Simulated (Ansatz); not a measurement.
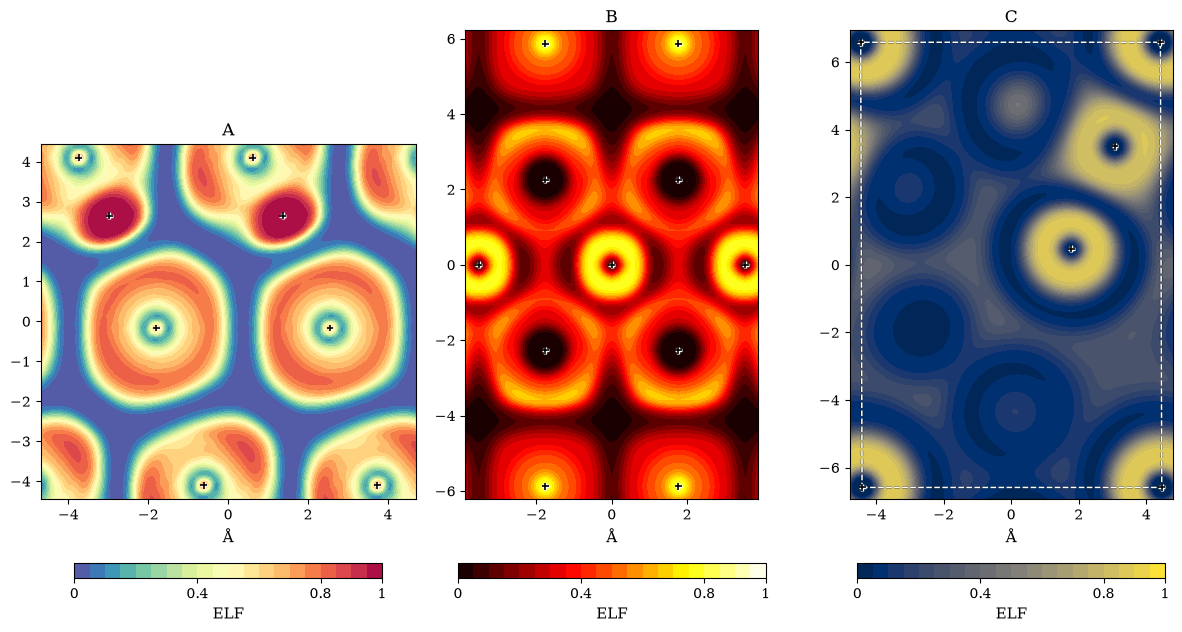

The electron localisation function of 3 systems, each on a plane through atoms (crosses mark nuclei in the plane).

These are results of DFT PBE, scalar-relativistic, plane waves, PAW in Ansatz 0.2.0, not measurements.

System 1: NbHg3Sb4, the (110) plane of the conventional cell. Space group P4/mmm; a generated structure, not necessarily the stable one; computed without spin polarisation.

```yaml
crystal:
  lattice:
    - [8.29925, 0.00000, 0.00000]
    - [0.00000, 8.29925, 0.00000]
    - [0.00000, 0.00000, 3.53637]
  atoms:
    - { symbol: Nb, position: [0.00000, 0.00000, 0.00000] }
    - { symbol: Hg, position: [0.00000, 0.50000, 0.00000] }
    - { symbol: Hg, position: [0.50000, 0.00000, 0.00000] }
    - { symbol: Hg, position: [0.50000, 0.50000, 0.50000] }
    - { symbol: Sb, position: [0.80740, 0.80740, 0.50000] }
    - { symbol: Sb, position: [0.19260, 0.19260, 0.50000] }
    - { symbol: Sb, position: [0.19260, 0.80740, 0.50000] }
    - { symbol: Sb, position: [0.80740, 0.19260, 0.50000] }
```

System 2: ZnH2I4, the (010) plane of the conventional cell. Space group P1; a structure from a database of computed crystals, not necessarily the ambient phase; a generated structure, not necessarily the stable one.

```
CELL_PARAMETERS angstrom
4.34446 -0.08129 0.12162
1.70974 7.22100 -0.12516
1.02626 1.60760 8.07086
ATOMIC_POSITIONS crystal
Zn 0.32949 0.37658 0.44706
H 0.37995 0.00182 0.26456
H 0.78956 0.71601 0.72654
I 0.15173 0.73351 0.38088
I 0.45679 0.21433 0.16489
I 0.56265 0.72414 0.90239
I 0.82983 0.23361 0.61369
```

System 3: Cs3Rb3B, the (011) plane of the conventional cell. Space group P1; a generated structure, not necessarily the stable one; changed on purpose from its base cell (the structure that the rattled cell fell into); computed without spin polarisation.

Which map belongs to which system?

Answer. Panel A is system 2, ZnH2I4: the plane holds H and I. I–H (1.64 Å): the ELF climbs to about 1 towards the hydrogen, as it does in any bond to H. Panel B is system 1, NbHg3Sb4: the plane holds Nb, Hg and Sb. Nb–Sb (2.87 Å): the ELF is about 0.45 at the midpoint. Panel C is system 3, Cs3Rb3B: the plane holds Cs, Rb and B. Rb–B (3.30 Å): the ELF peaks at about 0.85 in the valence shell of B, 0.9 Å from its nucleus, and drops to about 0.05 between the two atoms (no localised pair shows between them).
